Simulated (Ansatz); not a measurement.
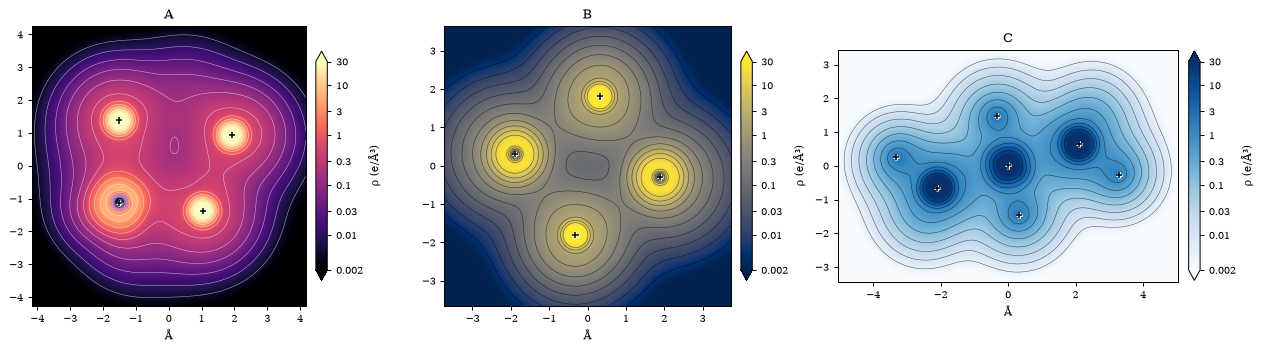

The electron density of 3 systems, each on a plane through atoms (crosses mark nuclei in the plane).

Method: RKS PBE0-D4/def2-TZVP in Ansatz.

System 1: As2H8Ni (trans-NiH2(AsH3)2), the plane of atoms H7, Ni1 and As8. Geometry: PBE0-D4/def2-SVP.

```xyz
11

Ni    0.0209    0.0003   -0.0259
H     1.4431   -0.1395    0.4686
As    0.0259    2.1953    0.0229
H    -0.9946    2.8717    0.9125
H    -0.3326    2.9327   -1.2490
H     1.2041    3.0716    0.4087
H    -1.4066    0.1410   -0.5064
As   -0.0166   -2.1950   -0.0413
H    -1.1429   -3.0517   -0.5906
H     0.0831   -2.8788    1.3053
H     1.1162   -2.9476   -0.7049
```

System 2: S4Sn2, the plane of atoms S3, Sn2 and S4. Geometry: PBE-D4/def2-SVP; core potentials replace the inner electrons of Sn.

| atom | x (Å) | y (Å) | z (Å) |
| --- | --- | --- | --- |
| Sn | -0.8994 | -0.7301 | -1.5266 |
| Sn | 0.9005 | 0.7360 | 1.5280 |
| S | 1.5551 | 0.1701 | -0.9608 |
| S | -1.5518 | -0.1731 | 0.9651 |
| S | 0.9840 | 2.2044 | -0.5630 |
| S | -0.9883 | -2.2073 | 0.5573 |

System 3: Si5W4, the plane of atoms Si6, W4 and Si7. Geometry: PBE-D4/def2-SVP; core potentials replace the inner electrons of W.

| atom | x (Å) | y (Å) | z (Å) |
| --- | --- | --- | --- |
| W | 0.8805 | 1.2612 | 1.6979 |
| W | -0.3683 | -0.7977 | 1.8686 |
| W | -1.2609 | 1.4876 | 0.5997 |
| W | 1.1747 | 1.5515 | -0.6828 |
| Si | -1.9994 | -0.7625 | -0.0338 |
| Si | 1.7259 | -0.6892 | 0.4140 |
| Si | -0.9639 | 0.7853 | -1.7360 |
| Si | 0.9360 | -0.6245 | -1.9280 |
| Si | -0.1247 | -2.2116 | -0.1995 |

Question: Which map belongs to which system?

Answer: Panel A is system 3, Si5W4: the plane holds W and Si. Panel B is system 2, S4Sn2: the plane holds Sn and S. Sn–S (2.63 Å): ρ is about 0.36 e/Å³ halfway. Panel C is system 1, As2H8Ni: the plane holds Ni, H and As. Ni–As (2.20 Å): ρ at the midpoint is about 0.66 e/Å³.
